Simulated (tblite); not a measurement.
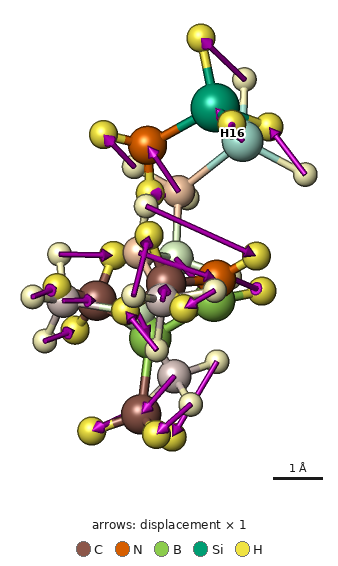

This is a relaxation of C$_{3}$H$_{16}$B$_{2}$N$_{2}$Si. The starting structure is drawn faded, the final one solid; purple arrows show the displacements, at their true length. The two geometries are superimposed by the best rigid fit.

A ball-and-stick model, seen from a free direction.

Theory: GFN2-xTB geometry optimisation, gas phase (tblite 0.8.0). 

Atoms of which element are displaced furthest, and by how much?

Hydrogen: up to 2.53 Å, against 1.74 Å for nitrogen.

What did the optimiser do to the structure, and how much energy did it gain?

Over 276 geometry steps the energy falls by 33.3 kcal/mol. The atom that moves furthest after the best rigid fit is an H atom (2.53 Å). By element the largest moves are H 2.53 Å, N 1.74 Å, B 1.23 Å, C 1.16 Å, Si 0.99 Å. Near-neighbour distances that change, for instance: B–N 1.543 → 3.477 Å, B–Si 2.781 → 4.038 Å, B–N 1.562 → 1.385 Å, N–Si 1.795 → 1.718 Å. Bonds break: B–N (1.54 → 3.48 Å). Bond angles that change, for instance: C–N–B 111.8° → 127.3°, N–B–B 109.1° → 124.3°, B–B–H 107.8° → 121.2°. Groups turn about B–C by about 35°, B–C by about 20°.
